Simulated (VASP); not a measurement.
Band structure of GdS (space group Fm-3m). Level of theory: PBEsol GGA, VASP's PBE PAW potentials (set 64) (plane waves; VASP).

The 4f electrons are frozen in the core of the lanthanide potential, so 4f levels, which can set the real gap, and their magnetism are missing.

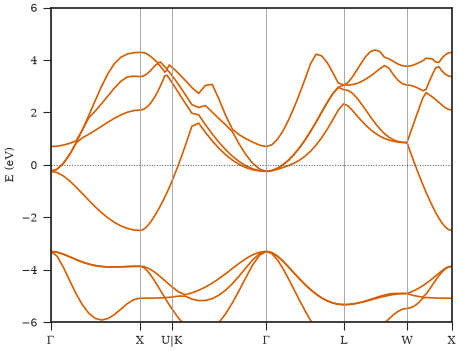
Fig. 1. Bands along high-symmetry lines, zero at the valence-band maximum or, without a gap, the Fermi level

Read the plot: is there a gap, and where are the band edges?

It has no gap at this level: it comes out as a metal or semimetal. (Edges off the drawn lines would not show.)

The structure comes from a computed database's GdS entry (Fm-3m); how it stands against other phases isn't given here. It was relaxed first. The electron count is odd and the run is not spin-polarised, which forces a metal.
